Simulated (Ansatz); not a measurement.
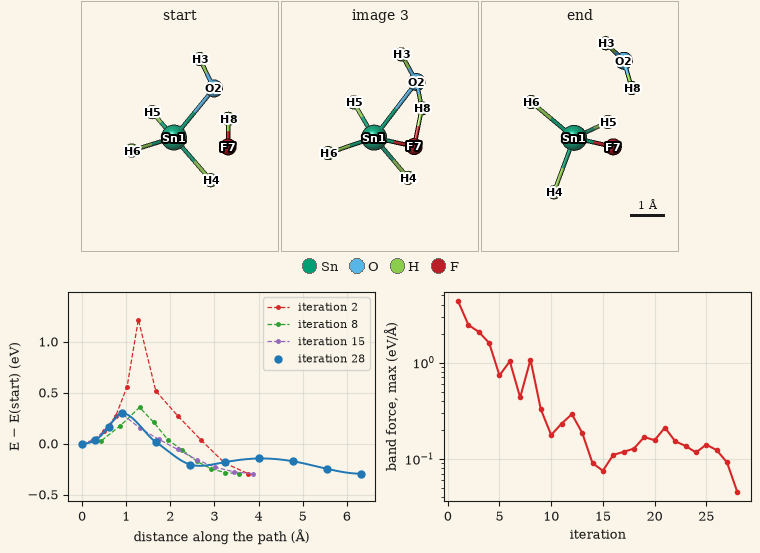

A search for the minimum-energy path of SnH5OF by the nudged elastic band. Images are numbered from 0 (start) to 10 (end). The plot follows the band through its iterations. The picture is a ball-and-stick view, seen from a free direction.

The calculation used RKS B3LYP-D4/def2-SVP in Ansatz 0.2.0. Run with 9 movable images; climbing image; force threshold 0.05 eV/Å; iteration limit 60; starting path through a guess of the saddle point.

Did the band converge, and can the barrier be trusted?

Answer. The run is converged, with reservations. The band converged in 28 iterations. The largest component of the band force went from 4.3 to 0.045 eV/Å. The climbing image converged on the top of the path. Its vibrational analysis gives one imaginary mode (468i cm⁻¹), as a transition state must have. The first iteration put the highest image at 1.896 eV. The highest point, image 3, lies 0.298 eV above the start and 0.593 eV above the end; the end is at −0.295 eV relative to the start. The profile has 2 maxima (images 3, 7) with a dip at image 5 (−0.206 eV), so the process runs in steps.

The run took 6.5 min on 2 threads of Arm Neoverse V2, with other jobs on the host, peak memory 0.17 GiB.
